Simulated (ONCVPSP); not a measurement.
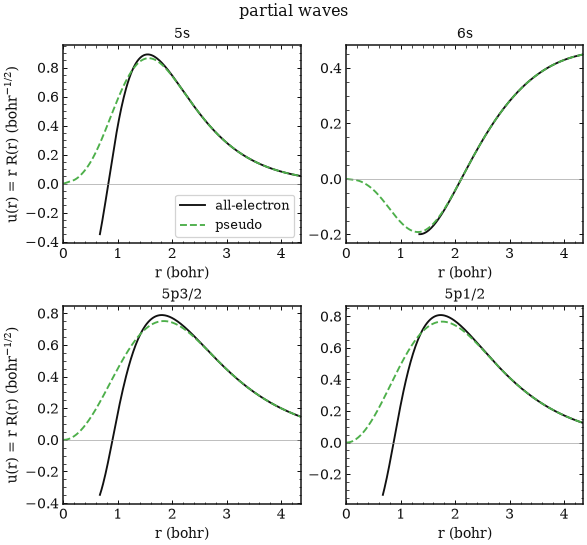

Figure 1. Partial waves u(r) = r R(r), all-electron (solid) and pseudo (dashed). The innermost oscillations of some all-electron curves aren't drawn. Reference configuration 5s2 5p6 6s1.

- Matching radii: 5s at 2.45 bohr; 6s at 2.45 bohr; 5p3/2 at 3.05 bohr; 5p1/2 at 3.05 bohr. The curves merge smoothly, so the plot gives these only roughly.
- Nodes of the pseudo-waves: 5s has no node; 6s has a node at about 2.1 bohr; 5p3/2 has no node; 5p1/2 has no node. A node in 6s is expected, since a lower shell of the same l is also in the valence and the two must stay orthogonal.
- Cutoffs needed: 9.5 Ha (loose) and 12 Ha (tight), as the cutoffs at which the residual kinetic energy of the hardest occupied pseudo-wave falls to 1 and 0.1 mHa per electron.

## Cs: pseudopotential generation (part 1 of 2)

System: caesium (Cs, Z = 55), core [Kr] 4d10, reference valence 5s2 5p6 6s1, valence charge 9.
Method: ONCV potential, revPBE, fully relativistic, made with ONCVPSP 4.0.1.

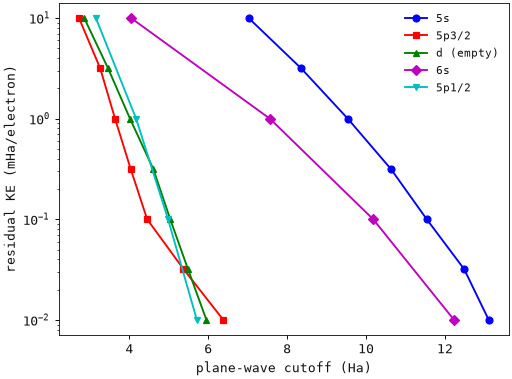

Figure 2. Residual kinetic energy of the pseudo-waves (the first of each channel, and further valence shells) beyond the plane-wave cutoff, as the generator prints it.

- Hardest wave at 1 mHa per electron: 5s, with rc = 2.45 bohr and qcut = 5.7 1/bohr. The optimisation minimises, but can't always remove, the kinetic energy above qcut²/2 = 16.2 Ha, and a larger rc would as a rule soften the wave at some cost in transferability.
- Cutoffs for 1 mHa per electron: 5s: 9.5 Ha; 6s: 7.6 Ha; 5p1/2: 4.2 Ha; d (empty): 4.0 Ha; 5p3/2: 3.6 Ha.
- Cutoffs for the occupied states: 9.5 Ha for 1 mHa and 12 Ha for 0.1 mHa per electron. The first is set by 5s.

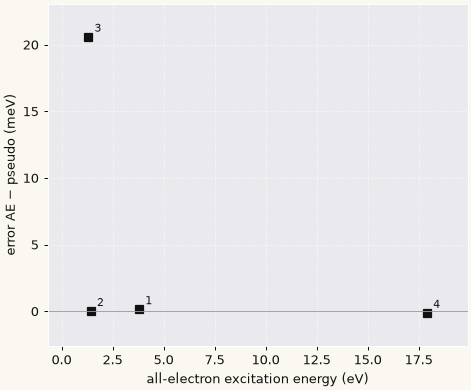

Figure 3. Errors, all-electron minus pseudo, of the energies of valence configurations relative to the unpolarised reference 5s2 5p6 6s1. Points: 1 = 5s2 5p6 6s0; 2 = 5s2 5p6 6s0.5; 3 = 5s2 5p6 6s0 6p1; 4 = 5s2 5p5 6s1.

- Worst configuration: 5s2 5p6 6s0 6p1 (neutral): the error is +21 meV on an all-electron energy of +1.30 eV relative to the reference, or 1.6 %.
- Errors in meV: 5s2 5p6 6s0: +0.2; 5s2 5p6 6s0.5: 0.0; 5s2 5p6 6s0 6p1: +21; 5s2 5p5 6s1: -0.1.
- Configurations within 10 meV and within 50 meV: 3 and 4 of 4.

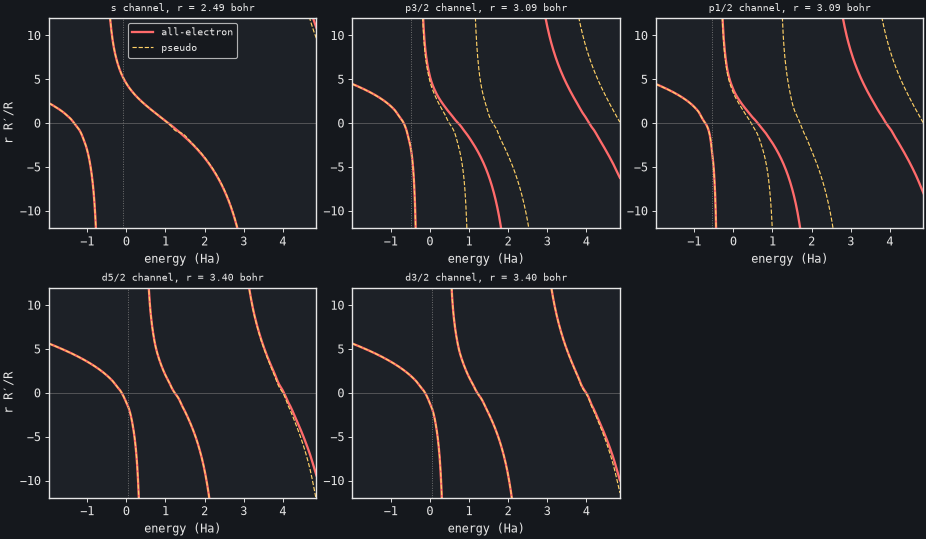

Figure 4. Logarithmic derivatives r R′/R at the test radius against energy, all-electron atom (solid) and pseudo-atom (dashed). Here R(r) is the radial function. The dotted line marks the reference energy of the channel. Not drawn: f7/2: not judged; f5/2: not judged.

- Zeros of the logarithmic derivative: s: all-electron -1.3 and 1.1 Ha, pseudo -1.3 and 1.1 Ha; p3/2: all-electron -0.7, 0.7 and 4.1 Ha, pseudo -0.7, 0.5 and 1.6 Ha; p1/2: all-electron -0.7, 0.6 and 3.9 Ha, pseudo -0.7, 0.5 and 1.7 Ha; d5/2: all-electron -0.1, 1.2 and 4.0 Ha, pseudo -0.1, 1.2 and 4.0 Ha; d3/2: all-electron -0.1, 1.2 and 4.0 Ha, pseudo -0.1, 1.2 and 4.0 Ha.
- Poles, where the radial function vanishes at the test radius: s: all-electron at -0.6 and 3.7 Ha, pseudo at -0.6 and 3.7 Ha; p3/2: all-electron at -0.3 and 2.4 Ha, pseudo at -0.3, 1.1 and 3.1 Ha; p1/2: all-electron at -0.4 and 2.2 Ha, pseudo at -0.4, 1.1 and 3.1 Ha; d5/2: all-electron at 0.4 and 2.6 Ha, pseudo at 0.4 and 2.6 Ha; d3/2: all-electron at 0.4 and 2.6 Ha, pseudo at 0.4 and 2.6 Ha.

These pictures come from the run below.

### The input
```
# ATOM AND REFERENCE CONFIGURATION
# atsym  z   nc   nv     iexc    psfile
  Cs 55.00    9    3  -102130      upf
#
#   n    l    f
    1    0    2.00
    2    0    2.00
    2    1    6.00
    3    0    2.00
    3    1    6.00
    3    2   10.00
    4    0    2.00
    4    1    6.00
    4    2   10.00
    5    0    2.00
    5    1    6.00
    6    0    1.00
#
# PSEUDOPOTENTIAL AND OPTIMIZATION
# lmax
    2
#
#   l,   rc,      ep,       ncon, nbas, qcut
    0    2.45    0.00    3    8    5.70
    1    3.05    0.00    4    8    4.10
    2    3.35    0.46    4    8    3.40
#
# LOCAL POTENTIAL
# lloc, lpopt,  rc(5),   dvloc0
    4    5    1.70   -1.00
#
# VANDERBILT-KLEINMAN-BYLANDER PROJECTORs
# l, nproj, debl
    0    2    1.70
    1    1    2.40
    2    2    2.50
#
# MODEL CORE CHARGE
# icmod, fcfact, rcfact
    3    5.50    1.30
#
# LOG DERIVATIVE ANALYSIS
# epsh1, epsh2, depsh
   -2.00    5.00    0.02
#
# OUTPUT GRID
# rlmax, drl
    6.00    0.01
#
# TEST CONFIGURATIONS
# ncnf
    4
# nvcnf
#   n    l    f
    3
    5    0    2.00
    5    1    6.00
    6    0    0.00
#
    3
    5    0    2.00
    5    1    6.00
    6    0    0.50
#
    4
    5    0    2.00
    5    1    6.00
    6    0    0.00
    6    1    1.00
#
    3
    5    0    2.00
    5    1    5.00
    6    0    1.00
#
```

Launched with:
```bash
oncvpspr.x < Cs.dat > Cs.out
```

### Log (extracts)
```
ONCVPSP  (Optimized Norm-Conservinng Vanderbilt PSeudopotential)
relativistic version 4.0.1

#   n    l    f        energy (Ha)
    1    0    2.00    -1.3146378D+03
    2    0    2.00    -2.0613714D+02
    2    1    6.00    -1.8095825D+02    -1.9390308D+02
    3    0    2.00    -4.2857240D+01
    3    1    6.00    -3.5270565D+01    -3.7751623D+01
    3    2   10.00    -2.5784015D+01    -2.6310697D+01
    4    0    2.00    -8.0886936D+00
    4    1    6.00    -5.7515334D+00    -6.2570238D+00
    4    2   10.00    -2.6915235D+00    -2.7754262D+00
    5    0    2.00    -9.8107954D-01
    5    1    6.00    -4.7870177D-01    -5.3840564D-01
    6    0    1.00    -7.4531557D-02

Reference configufation results
  iterations    32
  all-electron total energy (Ha)   -7.79053252D+03

Begin loop to  construct optimized pseudo wave functions
and semi-local pseudopoentials for all angular momenta

Calculating optimized projector #   1

 for l=   0

    Fraction of norm inside rc  0.885041
    Optimizing pswf for qcut=   5.70 a_B^-1,  ecut=  16.27 Ha
    Residual kinetic energy error=  4.93D-08 Ha

    Energy error per electron        Cutoff
         Ha          eV             Ha
         0.01000     0.27211        7.02
         0.00100     0.02721        9.54
         0.00010     0.00272       11.54
         0.00001     0.00027       13.11

Calculating optimized projector #   2

 for l=   0

    Fraction of norm inside rc  0.031927
    Optimizing pswf for qcut=   5.70 a_B^-1,  ecut=  16.27 Ha
    Residual kinetic energy error=  1.10D-08 Ha

    Energy error per electron        Cutoff
         Ha          eV             Ha
         0.01000     0.27211        4.04
         0.00100     0.02721        7.56
         0.00010     0.00272       10.18
         0.00001     0.00027       12.23

Calculating optimized projector #   1

 for l=   1

    Fraction of norm inside rc  0.886584
    Optimizing pswf for qcut=   4.10 a_B^-1,  ecut=   8.42 Ha
    Residual kinetic energy error=  7.44D-07 Ha

    Energy error per electron        Cutoff
         Ha          eV             Ha
         0.01000     0.27211        2.72
         0.00100     0.02721        3.64
         0.00010     0.00272        4.45
         0.00001     0.00027        6.38

Calculating optimized projector #   1

 for l=   1

    Fraction of norm inside rc  0.911451
    Optimizing pswf for qcut=   4.10 a_B^-1,  ecut=   8.42 Ha
    Residual kinetic energy error=  2.66D-07 Ha

    Energy error per electron        Cutoff
         Ha          eV             Ha
         0.01000     0.27211        3.15
         0.00100     0.02721        4.17
         0.00010     0.00272        4.98
         0.00001     0.00027        5.71

WARNING wellstate: moderately localized bound state found for n= 5 l=  2
WARNING scattering state with energy  0.05000000
WARNING will be used for the first projector

   Wellstate for l =  2  n =  5 kap= -3
     eigenvalue =   0.0500
     asymptotic potential =   0.5500
     half-point radius =  5.6029

   Wellstate for l =  2  n =  8 kap= -3
     eigenvalue =   2.5500
     asymptotic potential =   3.0500
     half-point radius =  5.3841

Calculating optimized projector #   1

 for l=   2

    Fraction of norm inside rc  0.608582
    Optimizing pswf for qcut=   3.41 a_B^-1,  ecut=   5.80 Ha
    Residual kinetic energy error=  1.11D-05 Ha

    Energy error per electron        Cutoff
         Ha          eV             Ha
         0.01000     0.27211        2.85
         0.00100     0.02721        4.01
         0.00010     0.00272        5.04
         0.00001     0.00027        5.95

Calculating optimized projector #   2

 for l=   2

    Fraction of norm inside rc  0.241184
    Optimizing pswf for qcut=   3.41 a_B^-1,  ecut=   5.80 Ha
    Residual kinetic energy error=  5.50D-04 Ha

    Energy error per electron        Cutoff
         Ha          eV             Ha
         0.01000     0.27211        4.98
         0.00100     0.02721        5.78
         0.00010     0.00272       13.75
         0.00001     0.00027       24.67

   Wellstate for l =  2  n =  5 kap=  2
     eigenvalue =   0.4600

   Wellstate for l =  2  n =  8 kap=  2
     eigenvalue =   2.5455

Calculating optimized projector #   1

 for l=   2

    Fraction of norm inside rc  0.618670
    Optimizing pswf for qcut=   3.41 a_B^-1,  ecut=   5.80 Ha
    Residual kinetic energy error=  1.44D-05 Ha

    Energy error per electron        Cutoff
         Ha          eV             Ha
         0.01000     0.27211        2.93
         0.00100     0.02721        4.10
         0.00010     0.00272        5.12
         0.00001     0.00027        6.07

Calculating optimized projector #   2

 for l=   2

    Fraction of norm inside rc  0.241999
    Optimizing pswf for qcut=   3.41 a_B^-1,  ecut=   5.80 Ha
    Residual kinetic energy error=  7.65D-04 Ha

    Energy error per electron        Cutoff
         Ha          eV             Ha
         0.01000     0.27211        5.04
         0.00100     0.02721        5.87
         0.00010     0.00272       15.69
         0.00001     0.00027       25.31

Construct Vanderbilt / Kleinmman-Bylander projectors

B matrix Hermiticity error, ll=  0  kap= -1
   1   2    3.7666D-05

  Orthonormal projector coefficients  6.6654E+00  7.2477E-01

B matrix Hermiticity error, ll=  2  kap= -3
   1   2    6.2763D-05

  Orthonormal projector coefficients  3.4348E+00  4.3884E-01

B matrix Hermiticity error, ll=  2  kap=  2
   1   2    6.3848D-05

  Orthonormal projector coefficients  3.5391E+00  4.8007E-01

 Orthonormal scalar projector coefficients, l =  1
  2.8514E+00  1.2241E-03

 Orthonormal spin-orbit projector coefficients, l =  1
  9.0624E-02 -7.7029E-02

 Orthonormal scalar projector coefficients, l =  2
  3.4754E+00  4.5581E-01  6.7280E-04  5.1675E-06

 Orthonormal spin-orbit projector coefficients, l =  2
 -8.1960E-02  1.8164E-02  5.8605E-03 -2.8056E-04

Model core correction analysis
  based on d2Exc/dn_idn_j

d2excae - all-electron derivatives

   -2.030906D-02   -1.658295D-02   -1.065784D-03
   -1.658306D-02   -1.629231D-02   -2.044393D-03
   -1.064954D-03   -2.041499D-03   -2.876339D-02

d2excps - pseudofunction derivatives with no core correction

   -3.098110D-02   -2.454865D-02   -1.652944D-03
   -2.454955D-02   -2.275925D-02   -2.685454D-03
   -1.651345D-03   -2.680794D-03   -3.163220D-02

rms 2nd derivative error    5.699607E-03

rmatch, rhocmatch    1.3366    2.2464

Teter function model core charge with specified parameters

d2excps - pseudofunction derivatives with core correction

   -2.395581D-02   -2.014869D-02   -1.203383D-03
   -2.014878D-02   -2.006305D-02   -2.386599D-03
   -1.201672D-03   -2.381918D-03   -3.159991D-02

rms 2nd derivative error    2.609012E-03

Pseudoatom total energy  -20.545777

Diagnostic tests using Vanderbilt-Kleinman-Bylander pseudopotentials
  relativistic with J = L +/- 1/2 projectors

   l  kap   rcore       rmatch      e in        delta e    norm test   slope test

   0  -1   2.4602826   2.5349821  -0.9810795   0.0000002   1.0000749   1.0000764
   0  -1   2.4602826   2.5349821  -0.0745316   0.0000006   1.0000222   1.0000186

   1  -2   3.0514925   3.1441424  -0.4787018  -0.0000003   0.9999984   1.0000012
   1   1   3.0514925   3.1441424  -0.5384056  -0.0000000   0.9999998   0.9999990

   2  -3   3.3579946   3.4599506   0.0500000   0.0000001   1.0000148   1.0000148
   2   2   3.3579946   3.4599506   0.0455217   0.0000003   1.0000157   1.0000157
   2  -3   3.3579946   3.4599506   2.5500000   0.0000013   1.0000791   1.0000791
   2   2   3.3579946   3.4599506   2.5433275   0.0000011   1.0000795   1.0000795

Diagnostic tests using Vanderbilt-Kleinman-Bylander pseudopotentials
  relativistic with scalar and spin-orbit non-local projectors

   l  kap   rcore       rmatch      e in        delta e    norm test   slope test

   0  -1   2.4602826   2.5349821  -0.9810795   0.0000002   1.0000749   1.0000764
   0  -1   2.4602826   2.5349821  -0.0745316   0.0000006   1.0000222   1.0000186

   1  -2   3.0514925   3.1441424  -0.4787018  -0.0002602   1.0003138   0.9998987
   1   1   3.0514925   3.1441424  -0.5384056  -0.0002771   1.0003288   0.9999502

   2  -3   3.3579946   3.4599506   0.0500000  -0.0001348   1.0001262   1.0001262
   2   2   3.3579946   3.4599506   0.0455217  -0.0001360   1.0001279   1.0001279
   2  -3   3.3579946   3.4599506   2.5500000  -0.0000479   1.0001523   1.0001523
   2   2   3.3579946   3.4599506   2.5433275  -0.0000533   1.0001561   1.0001561

Ghost test for J = L + 1/2

 Testing for bound ghosts
   n   l    E NL Schr. Eq   E Basis Diag.   E Cutoff
```

(Continued in part 2.) Outcome of the run: generated.
